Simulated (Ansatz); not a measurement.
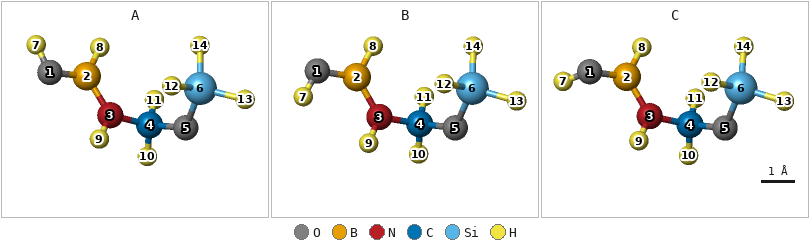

3 geometries from a converged minimum-energy path of CH8BNO2Si, shuffled. Style: ball-and-stick. Shown from a free direction.

These are results of RKS PBE0-D4/def2-SVP (Ansatz), not measurements. Run with 9 movable images; climbing image; force threshold 0.05 eV/Å; iteration limit 32; starting path through a guess of the saddle point.

### Which of them lies highest in energy?

C. In order along the path, whose images run from 0 to 10: A (image 1, 0.00 eV), C (image 6, +0.42 eV), B (image 8, +0.11 eV). The motion is a rotation about the B2–N3 bond, with a turn of about 180° about O1–B2. No bond forms or breaks between the ends. Among the angles between lasting bonds that change up to the highest image: B2–O1–H7 112.6° → 116.6°, O1–B2–N3 118.5° → 120.9°.

Cost: 15 min on 2 threads of Arm Neoverse V1, on a shared host, peak memory 0.32 GiB.
